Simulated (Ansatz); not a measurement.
# H3OPSi (charge −1, doublet): what the fields show

Input file:

```
crystal:
  periodic: [false, false, false]
  atoms:
    - symbol: O
      position_ang: [0.046337, 0.634923, 3.044657]
    - symbol: P
      position_ang: [-1.236681, -1.178321, 0.541649]
    - symbol: Si
      position_ang: [-0.187547, 0.734052, 1.469907]
    - symbol: H
      position_ang: [-1.064519, -0.789431, -0.829180]
    - symbol: H
      position_ang: [-1.225861, 1.782367, 1.015484]
    - symbol: H
      position_ang: [-0.085289, -2.030250, 0.524433]
basis:
  gaussian: {orbitals: def2-TZVPD}
total_charge: -1
magnetization: {spin_polarized: true, initial_magnetization: 1}
hamiltonian: {xc: pbe0}
output: {forces: true, orbitals: {seedname: orbitals}}
```

Command:

```sh
ansatz run input.yaml --threads 2 --pin off --max-ram 4350MiB --events-out events.jsonl --progress --plain --runs-dir runs
```

Geometry: B3LYP-D3(BJ)/def2-SVPD.

Level of theory: Ansatz 0.2.0, isolated molecule in a Gaussian basis; Kohn-Sham density functional theory, functional PBE0.

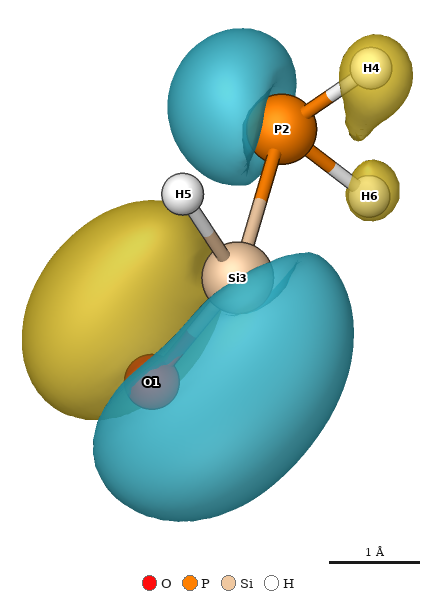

Figure 1. The HOMO−1 (β) at ±0.08 Å⁻³ᐟ² (yellow and cyan are the two phases), seen at an oblique angle.

Where does this orbital lie, and at what energy?

Answer. By Hirshfeld shares it lies mainly on O1 (about 70 %), Si3 (about 25 %) and P2 (about 5 %). Its energy is −2.38 eV.

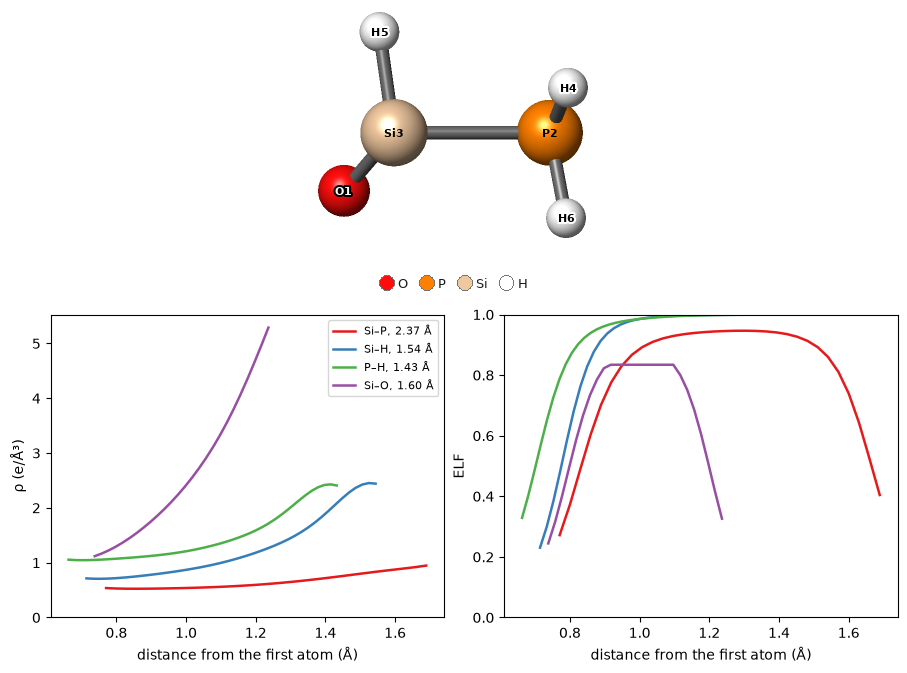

Figure 2. Electron density and ELF along straight lines between neighbouring atoms. The curves leave out the atomic cores. The structure is drawn too.

Compare the contacts.

Answer. Si–P (2.37 Å): ρ at the midpoint is about 0.59 e/Å³, with its minimum of 0.52 e/Å³ about 0.9 Å from Si; the ELF peaks at about 0.95 between the atoms (a covalent bond).
Si–H (1.54 Å): ρ is about 0.71 e/Å³ halfway; the ELF climbs to about 1 towards the hydrogen, as it does in any bond to H.
P–H (1.43 Å): ρ at the midpoint is about 1 e/Å³; the ELF climbs to about 1 towards the hydrogen.
Si–O (1.60 Å): the density is about 1.3 e/Å³ at the midpoint; the ELF peaks at about 0.85 between the atoms; a polar covalent bond.

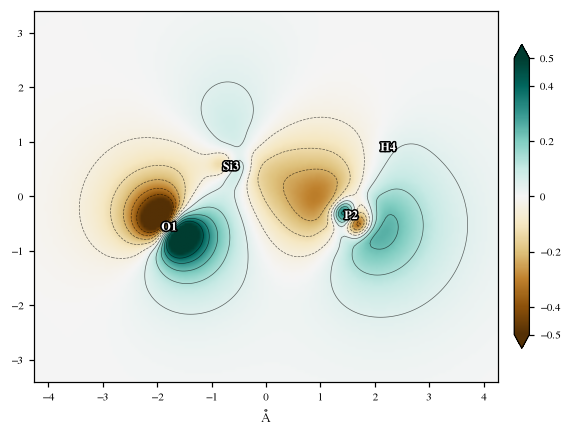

Figure 3. The HOMO (β) on the plane of atoms O1, Si3 and P2 (values in Å⁻³ᐟ²; the overall sign is arbitrary).

What is the character of this orbital?

Answer. It lies mainly on O1 (about 50 %), P2 (about 20 %), Si3 (about 15 %) and H5 (about 10 %); largely a combination of lone pairs on O1 and P2. Its energy is −1.77 eV.
